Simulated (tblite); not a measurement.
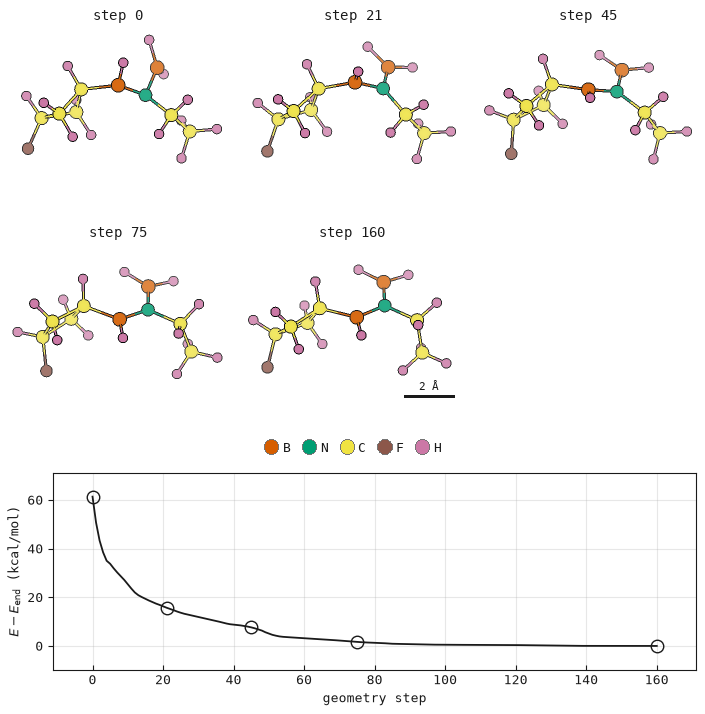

Frames of a relaxation of C₆H₁₄B₂FN, marked on the history of the run. The picture is a ball-and-stick view, seen face on.

All numbers below come from tblite, GFN2-xTB geometry optimisation, gas phase. 

Q: What happens along the run?

A: After 160 geometry steps the energy has fallen by 61.3 kcal/mol. An H atom moves most after the best rigid fit: 2.24 Å. Largest moves by element: H 2.24 Å, C 0.65 Å, B 0.63 Å, N 0.33 Å, F 0.19 Å. Near-neighbour distances that change, for instance: B–N 1.509 → 1.410 Å, C–C 1.502 → 1.554 Å, C–H 1.127 → 1.088 Å, C–N 1.429 → 1.465 Å. Among the angles between lasting bonds that change: F–C–H 118.0° → 106.1°, B–N–B 114.6° → 125.2°, C–C–H 107.4° → 115.2°. Groups turn about C–C by about 50°, C–C by about 25°, C–C by about 25°. From step 0 to 21: an H atom moves most (0.89 Å), energy −45.6 kcal/mol. From step 21 to 45: an H atom moves most (1.05 Å), energy −8.07 kcal/mol. From step 45 to 75: an H atom moves most (0.97 Å), energy −6.01 kcal/mol. From step 75 to 160: the F atom moves most (0.63 Å), energy −1.63 kcal/mol.
